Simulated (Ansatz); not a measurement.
# HfSi2: pressure series

Consider HfSi2 (space group Cmcm, No. 63).

```xyz
6
Lattice="1.8414 -7.2990 0.0000 1.8414 7.2990 0.0000 0.0000 0.0000 3.6582" Properties=species:S:1:pos:R:3 pbc="T T T"
Si     1.8414    -6.5060     2.7437
Si     1.8414     6.5060     0.9146
Si     1.8414     3.6531     2.7437
Si     1.8414    -3.6531     0.9146
Hf     1.8414    -1.5403     2.7437
Hf     1.8414     1.5403     0.9146
```

Cell and atoms are relaxed at each pressure.

Levels (all Ansatz, an electronic-structure program, PAW): PBE (420 eV, no SOC); PBEsol (420 eV, no spin-orbit coupling).

The base cell above is that of PBE; each level relaxes its own structures.

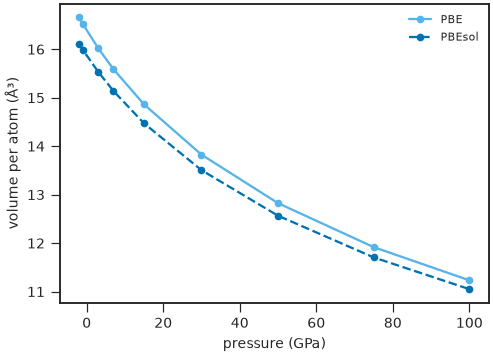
Figure: Volume per atom under two levels

Task: How do the two levels compare along the series?

Result: PBE lies above PBEsol in every row, by 0.18 Å³ to 0.55 Å³. They put the cases in the same order.

Load acts through the strain it causes; cell and atoms are relaxed under it. Stability against distortions was not tested. No other phases were tried under pressure. All final runs are without spin polarisation.
